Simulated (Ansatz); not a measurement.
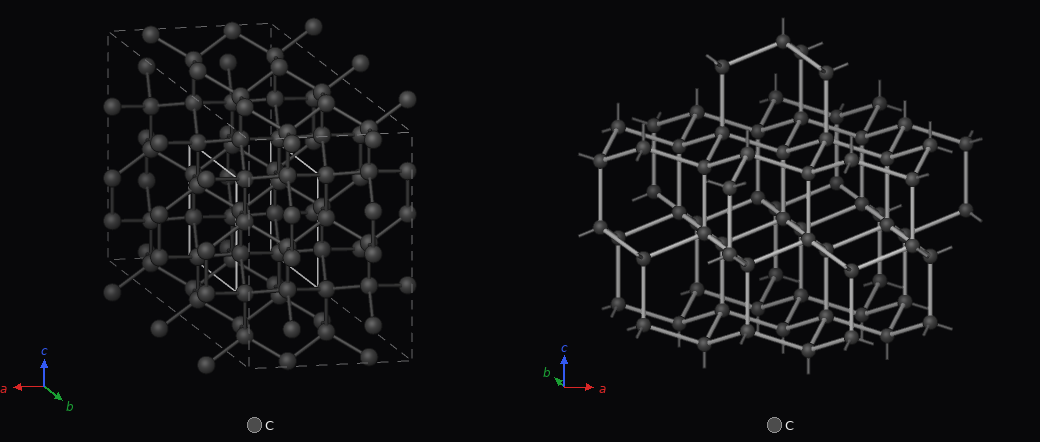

Left: the structure. Right: its underlying net. Nodes are coloured by element. Edges to nodes outside the piece are drawn as stubs.

C (space group P6_3/mmc, No. 194): the geometry relaxed with DFT, LDA, plane waves, PAW (Ansatz 0.2.0); the starting structure was generated, so it need not be a known form of this composition.

Bonds are taken as C–C below 1.7 Å; no other contact counts. Atoms with one bond or none are removed and atoms with two bonds are replaced by edges, until no such atom is left.

The result is a uninodal 4-connected, three-periodic net: C is a 4-connected node. It is the lon net, known from lonsdaleite, wurtzite and tridymite. It is a single net, without interpenetration.

```tsv
node	links	point symbol	coordination sequence
C	4	6⁶	4 12 25 44 67 96
```
